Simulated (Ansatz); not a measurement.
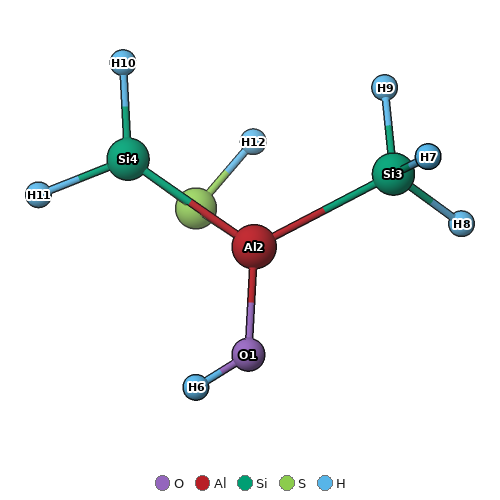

The system is AlH7OSSi2; the picture shows the reference structure. First axis: dihedral H6–O1–Al2–Si3. Second axis: dihedral Si4–Al2–Si3–H7. Nothing is relaxed (all other coordinates rigid). Grid: 12 × 13 points. All energies are given in kJ/mol relative to the relaxed molecule at the same level. Method: RKS PBE-D4/def2-SVP in Ansatz 0.2.0.

Its coordinates:

```tsv
atom	x (Å)	y (Å)	z (Å)
O	-1.9198	0.8929	1.4321
Al	-0.5489	0.4582	0.4761
Si	1.4856	-0.3111	1.5743
Si	-0.4762	0.7310	-1.9287
S	-0.9777	-1.4303	-1.2534
H	-2.7258	1.3203	1.1054
H	2.2629	0.7845	2.2606
H	1.2142	-1.3858	2.5981
H	2.4064	-0.9191	0.5378
H	0.7128	0.5941	-2.8463
H	-1.6791	1.0378	-2.7867
H	0.3226	-1.8277	-1.1352
```

Range: dihedral H6–O1–Al2–Si3 from −180 to 150°; dihedral Si4–Al2–Si3–H7 from 12 to 192°.

> Predict the map.

The lowest grid point is at dihedral H6–O1–Al2–Si3 = −180°, dihedral Si4–Al2–Si3–H7 = 102°, 0.15 kJ/mol from the relaxed molecule at the same level. The energy also falls towards the edge at dihedral H6–O1–Al2–Si3 = −180°, dihedral Si4–Al2–Si3–H7 = 12° (2.1 kJ/mol above the lowest) and dihedral H6–O1–Al2–Si3 = −180°, dihedral Si4–Al2–Si3–H7 = 192° (2.1 kJ/mol above the lowest), where a further well may lie outside the range. A higher local minimum lies near dihedral H6–O1–Al2–Si3 = −30°, dihedral Si4–Al2–Si3–H7 = 102° (4.2 kJ/mol above the lowest at that grid point). The highest grid point, dihedral H6–O1–Al2–Si3 = 60°, dihedral Si4–Al2–Si3–H7 = 162°, lies 12.6 kJ/mol above the lowest. On the interpolated surface the easiest way out of the lowest well to the well at dihedral H6–O1–Al2–Si3 = −30°, dihedral Si4–Al2–Si3–H7 = 102° passes a barrier of about 6.1 kJ/mol. Round the minimum the two coordinates are nearly uncoupled.

| dihedral Si4–Al2–Si3–H7 ↓, dihedral H6–O1–Al2–Si3 → | −180 | −150 | −120 | −90 | −60 | −30 | 0 | 30 | 60 | 90 | 120 | 150 |
| --- | --- | --- | --- | --- | --- | --- | --- | --- | --- | --- | --- | --- |
| 192 | 2.3 | 4.8 | 7.7 | 8.5 | 7.2 | 6.3 | 7.5 | 10.1 | 11.6 | 10.0 | 6.1 | 2.7 |
| 177 | 3.1 | 5.5 | 8.5 | 9.4 | 8.3 | 7.2 | 8.3 | 10.9 | 12.5 | 11.0 | 7.2 | 3.6 |
| 162 | 3.2 | 5.6 | 8.6 | 9.6 | 8.5 | 7.5 | 8.6 | 11.1 | 12.7 | 11.4 | 7.5 | 4.0 |
| 147 | 2.6 | 4.9 | 7.8 | 8.8 | 7.9 | 7.0 | 8.0 | 10.4 | 12.0 | 10.8 | 7.0 | 3.4 |
| 132 | 1.6 | 3.7 | 6.5 | 7.5 | 6.6 | 5.9 | 7.0 | 9.4 | 10.9 | 9.6 | 5.9 | 2.4 |
| 117 | 0.6 | 2.7 | 5.5 | 6.4 | 5.5 | 4.8 | 6.0 | 8.4 | 9.9 | 8.5 | 4.8 | 1.3 |
| 102 | 0.1 | 2.4 | 5.1 | 6.1 | 5.0 | 4.3 | 5.6 | 8.1 | 9.5 | 8.1 | 4.3 | 0.8 |
| 87 | 0.6 | 2.9 | 5.7 | 6.6 | 5.5 | 4.7 | 5.9 | 8.5 | 10.0 | 8.6 | 4.8 | 1.3 |
| 72 | 1.7 | 4.0 | 6.8 | 7.8 | 6.7 | 5.8 | 6.9 | 9.5 | 11.1 | 9.8 | 6.0 | 2.4 |
| 57 | 2.8 | 5.0 | 7.9 | 8.9 | 7.8 | 6.9 | 7.9 | 10.5 | 12.1 | 10.9 | 7.2 | 3.6 |
| 42 | 3.3 | 5.4 | 8.2 | 9.2 | 8.2 | 7.3 | 8.2 | 10.7 | 12.4 | 11.3 | 7.7 | 4.2 |
| 27 | 3.0 | 5.0 | 7.6 | 8.6 | 7.6 | 6.8 | 7.8 | 10.2 | 11.8 | 10.8 | 7.3 | 3.9 |
| 12 | 2.2 | 4.1 | 6.6 | 7.5 | 6.5 | 5.8 | 6.9 | 9.3 | 10.8 | 9.7 | 6.3 | 3.0 |

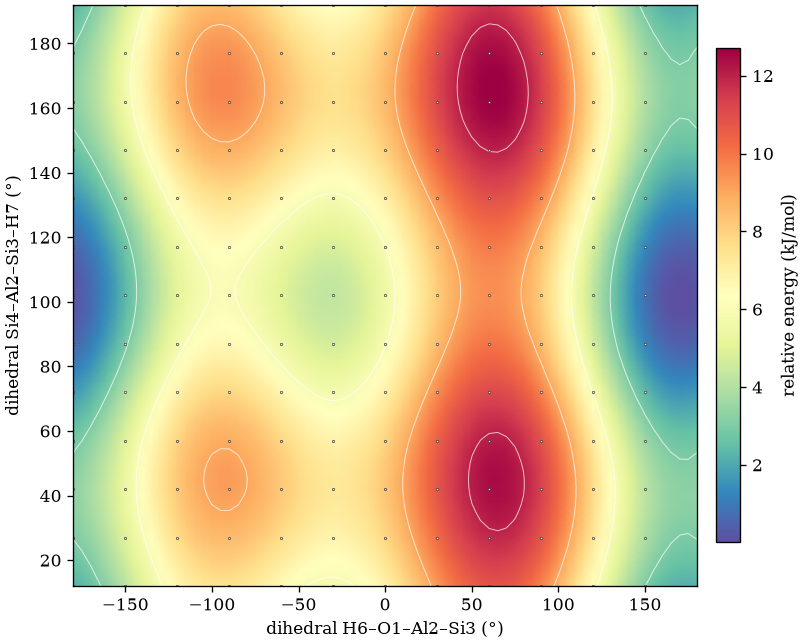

The picture shows a smooth colour map with a few white contour lines, dots at the grid points. Between grid points the surface is interpolated.

Each point was launched as `ansatz run input.yaml --threads 1 --pin off --max-ram 2560MiB --backend cpu --events-out ev --progress --plain --runs-dir out`. The whole map (156 points run) took 8.4 min on 1 thread of Intel(R) Xeon(R) 6975P-C (Granite Rapids), on a shared host.
